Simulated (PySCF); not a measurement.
**C₂H₅AlN₂: single-point calculation**

- system: C₂H₅AlN₂, SMILES C#[C][Al]([NH2])[NH2]
- method: SVWN5/def2-SVP, RKS (PySCF 2.14.0)

The geometry comes from this level: PBE0-D4/def2-TZVP.

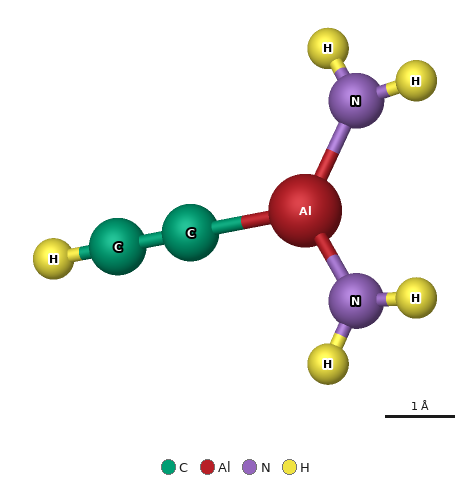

**Figure 1.** The structure as given in the input (ball-and-stick view, seen at a tilt). Sticks mark near contacts.

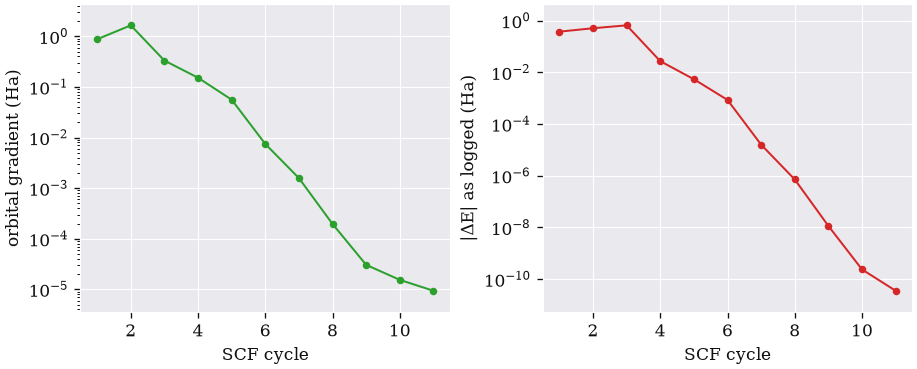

**Figure 2.** Convergence of the self-consistent field: orbital gradient and size of the energy change against the SCF cycle. The residual falls almost steadily, with no more than small rises.

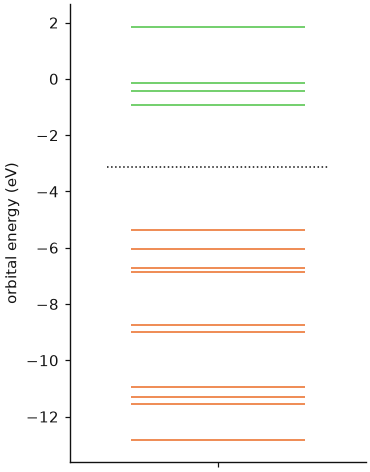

**Figure 3.** Orbital energies near the frontier; the dotted line parts filled from empty levels, and levels within 0.02 eV of each other stand side by side. Highest filled −5.36 eV, lowest empty −0.93 eV, 4.43 eV apart.

The input that produced these results follows, with the program's output.

**Input file (job.py)**
```python
# C#[C][Al]([NH2])[NH2]
from pyscf import gto, dft

mol = gto.M(
    atom='''
C   -2.368100   1.221100   0.873300
C   -1.345900   0.693600   0.497800
Al   0.265700  -0.138000  -0.094200
N    0.247600  -1.861100  -0.467000
N    1.722400   0.842900  -0.249900
H   -3.269100   1.686000   1.204200
H    1.027400  -2.410800  -0.785900
H   -0.574800  -2.435200  -0.383700
H    1.750000   1.827100  -0.041300
H    2.627700   0.523400  -0.550300
''',
    max_memory=1860,
    charge=0,
    verbose=4,
    basis='def2-svp',
)

mf = dft.RKS(mol, xc='svwn')
mf.conv_tol = 1e-10
mf.grids.level = 5
mf.kernel()
if not mf.converged:
    mf = mf.newton().run(mf.mo_coeff, mf.mo_occ)

e_final = mf.e_tot
print(f'total energy: {e_final:.8f} hartree')
```

Run as:
```bash
OMP_NUM_THREADS=1 python job.py
```

**What the program printed**
```
PySCF version 2.14.0

[INPUT] num. atoms = 10
[INPUT] num. electrons = 44
[INPUT] charge = 0
[INPUT] spin (= nelec alpha-beta = 2S) = 0
[INPUT] symmetry False subgroup None
[INPUT] Mole.unit = angstrom
[INPUT] Symbol           X                Y                Z      unit          X                Y                Z       unit  Magmom
[INPUT]  1 C     -2.368100000000   1.221100000000   0.873300000000 AA   -4.475060435583   2.307544570706   1.650297824583 Bohr   0.0
[INPUT]  2 C     -1.345900000000   0.693600000000   0.497800000000 AA   -2.543382391052   1.310714039998   0.940705664808 Bohr   0.0
[INPUT]  3 Al     0.265700000000  -0.138000000000  -0.094200000000 AA    0.502100231297  -0.260782205190  -0.178012200934 Bohr   0.0
[INPUT]  4 N      0.247600000000  -1.861100000000  -0.467000000000 AA    0.467896188442  -3.516969290428  -0.882502100172 Bohr   0.0
[INPUT]  5 N      1.722400000000   0.842900000000  -0.249900000000 AA    3.254864276951   1.592850150396  -0.472242558529 Bohr   0.0
[INPUT]  6 H     -3.269100000000   1.686000000000   1.204200000000 AA   -6.177703673816   3.186078246017   2.275608199201 Bohr   0.0
[INPUT]  7 H      1.027400000000  -2.410800000000  -0.785900000000 AA    1.941504620378  -4.555751741101  -1.485135761296 Bohr   0.0
[INPUT]  8 H     -0.574800000000  -2.435200000000  -0.383700000000 AA   -1.086214576400  -4.601861058541  -0.725087913996 Bohr   0.0
[INPUT]  9 H      1.750000000000   1.827100000000  -0.041300000000 AA    3.307020717989   3.452718602193  -0.078045688945 Bohr   0.0
[INPUT] 10 H      2.627700000000   0.523400000000  -0.550300000000 AA    4.965633337520   0.989082653597  -1.039916286348 Bohr   0.0

nuclear repulsion = 183.107231346034
number of shells = 47
number of NR pGTOs = 167
number of NR cGTOs = 99
basis = def2-svp
ecp = {}

******** <class 'pyscf.dft.rks.RKS'> ********
method = RKS
initial guess = minao
damping factor = 0
level_shift factor = 0
DIIS = <class 'pyscf.scf.diis.CDIIS'>
diis_start_cycle = 1
diis_space = 8
diis_damp = 0
SCF conv_tol = 1e-10
SCF conv_tol_grad = None
SCF max_cycles = 50
direct_scf = True
direct_scf_tol = 1e-13
XC library pyscf.dft.libxc version 7.0.0
    S. Lehtola, C. Steigemann, M. J.T. Oliveira, and M. A.L. Marques.,  SoftwareX 7, 1–5 (2018)
XC functionals = svwn
    P. A. M. Dirac.,  Math. Proc. Cambridge Philos. Soc. 26, 376 (1930)
    F. Bloch.,  Z. Phys. 57, 545 (1929)
    S. H. Vosko, L. Wilk, and M. Nusair.,  Can. J. Phys. 58, 1200 (1980)
radial grids:
    Treutler-Ahlrichs [JCP 102, 346 (1995); DOI:10.1063/1.469408] (M4) radial grids

becke partition: Becke, JCP 88, 2547 (1988); DOI:10.1063/1.454033
pruning grids: <function nwchem_prune>
grids dens level: 5
symmetrized grids: False
atomic radii adjust function: <function treutler_atomic_radii_adjust>
small_rho_cutoff = 0
Set gradient conv threshold to 1e-05
Initial guess from minao.
tot grids = 330936
init E= -428.464561896433
  HOMO = -0.320092341447251  LUMO = -0.107523435728681  gap/eV = 5.78429
cycle= 1 E= -428.090776471032  delta_E= 0.374  |g|= 0.876  |ddm|= 3.55
  HOMO = -0.0486435453275122  LUMO = 0.0365086859850265  gap/eV = 2.31711
cycle= 2 E= -427.583795057046  delta_E= 0.507  |g|= 1.65  |ddm|= 2.08
  HOMO = -0.213063008925887  LUMO = -0.0205903783553429  gap/eV = 5.23745
cycle= 3 E= -428.240895164118  delta_E= -0.657  |g|= 0.332  |ddm|= 1.52
  HOMO = -0.202770812482114  LUMO = -0.0319895867196642  gap/eV = 4.64719
cycle= 4 E= -428.267873136653  delta_E= -0.027  |g|= 0.152  |ddm|= 0.361
  HOMO = -0.196016023428494  LUMO = -0.0370486251519666  gap/eV = 4.32572
cycle= 5 E= -428.273285889619  delta_E= -0.00541  |g|= 0.056  |ddm|= 0.157
  HOMO = -0.196807511807311  LUMO = -0.0344047928440383  gap/eV = 4.41920
cycle= 6 E= -428.27414069733  delta_E= -0.000855  |g|= 0.00747  |ddm|= 0.0562
  HOMO = -0.196757706844314  LUMO = -0.0341301595826731  gap/eV = 4.42532
cycle= 7 E= -428.274156594766  delta_E= -1.59e-05  |g|= 0.00158  |ddm|= 0.011
  HOMO = -0.197051664710374  LUMO = -0.0342315626660188  gap/eV = 4.43056
cycle= 8 E= -428.274157311428  delta_E= -7.17e-07  |g|= 0.000196  |ddm|= 0.00228
  HOMO = -0.197060424467276  LUMO = -0.0342227010653198  gap/eV = 4.43104
cycle= 9 E= -428.274157322875  delta_E= -1.14e-08  |g|= 3.05e-05  |ddm|= 0.000314
  HOMO = -0.19706185438174  LUMO = -0.0342249171054405  gap/eV = 4.43102
cycle= 10 E= -428.274157323112  delta_E= -2.37e-10  |g|= 1.54e-05  |ddm|= 4.19e-05
  HOMO = -0.197061875251296  LUMO = -0.0342252053267469  gap/eV = 4.43101
cycle= 11 E= -428.274157323147  delta_E= -3.55e-11  |g|= 9.38e-06  |ddm|= 1.88e-05
  HOMO = -0.197061851238804  LUMO = -0.0342247688667814  gap/eV = 4.43102
Extra cycle  E= -428.274157323051  delta_E= 9.57e-11  |g|= 2.2e-05  |ddm|= 2.45e-05
converged SCF energy = -428.274157323051
total energy: -428.27415732 hartree
```

**Results in brief**

| quantity | value |
| --- | --- |
| outcome | converged |
| total energy | −428.274157 hartree |
| basis functions | 99 |
| HOMO | −5.36 eV |
| LUMO | −0.93 eV |
| dipole moment | 1.22 D |
| hardware | 1 thread of Intel Xeon @ 2.70GHz, 189 GiB of memory available, shared host |
| wall time | 17 s |
| peak memory | 0.35 GiB |
